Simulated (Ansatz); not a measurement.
Consider Cl2GaHOSn.

Input

```
basis:
  gaussian:
    orbitals: def2-TZVPD
crystal:
  periodic: [false, false, false]
  atoms:
    - {symbol: Cl, position_ang: [-0.518587, 1.402289, -1.653235]}
    - {symbol: Cl, position_ang: [2.148575, 0.340841, 0.484472]}
    - {symbol: Ga, position_ang: [-0.230880, -1.168973, -0.703953]}
    - {symbol: O, position_ang: [-0.941996, -0.074711, 0.939003]}
    - {symbol: Sn, position_ang: [0.137200, 1.811592, 0.765787]}
    - {symbol: H, position_ang: [-0.863254, -0.525108, 1.794496]}
output:
  forces: true
  orbitals: {seedname: orbitals}
hamiltonian:
  xc: {name: PBE0}
```

Launched as:

```sh
ansatz run input.yaml --threads 2 --pin off --max-ram 4350MiB --events-out events.jsonl --progress --plain --runs-dir runs
```

Geometry: B3LYP-D3(BJ)/def2-SVP; core potentials replace the inner electrons of Sn.

All numbers below come from isolated molecule in a Gaussian basis; Kohn-Sham density functional theory, functional PBE0 in Ansatz 0.2.0.

Question: What can the converged electron density and electron localisation function tell about the bonding?

Answer: Sn–O (2.18 Å): ρ is about 0.51 e/Å³ halfway; the ELF peaks at about 0.85 in the valence shell of O, 0.6 Å from its nucleus, and drops to about 0.15 between the two atoms.
O–H (0.97 Å): ρ at the midpoint is about 3.6 e/Å³; the ELF climbs to about 1 towards the hydrogen, as it does in any bond to H: a covalent bond by its length.

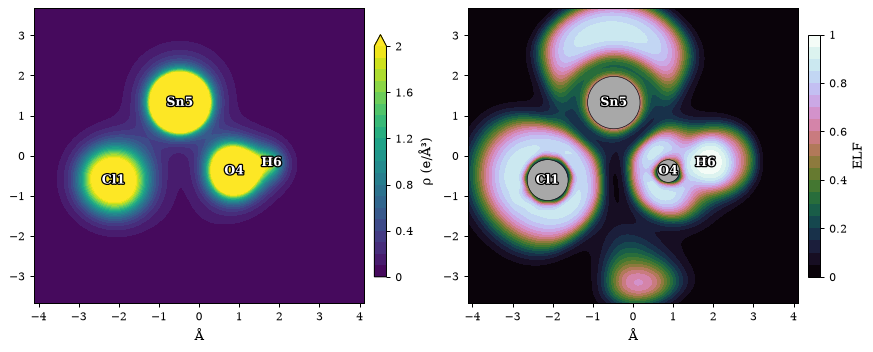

Computed electron density and electron localisation function on the plane of atoms Cl1, Sn5 and O4, in this order. Grey discs cover the atomic cores in the ELF map. 
